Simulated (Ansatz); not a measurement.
## Si (diamond structure), cut as [111] wire, round, centred on atom, 1.02 nm across, axial strain +5.0 %, F-ended

Calculation: PBE (plane waves to 420 eV, PAW; Ansatz, a program for electronic structure).

k-points: Γ-centred 1×1×3 mesh; occupations: Fermi-Dirac, 0.020 eV; spin polarisation not allowed. No spin-orbit coupling.

 The relaxation kept the symmetry of its start, so a lower minimum of less symmetry isn't excluded. The period along the axis is held at the strain named.

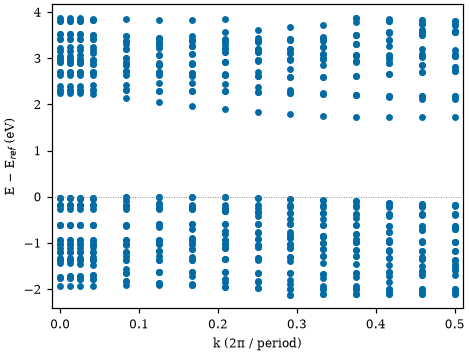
Levels along the axis at 15 k-points, drawn as points, zero at the top of the valence band

Electronic character: not metallic; Kohn-Sham band gap: 1.72 eV. Only levels within the plotted window are shown.
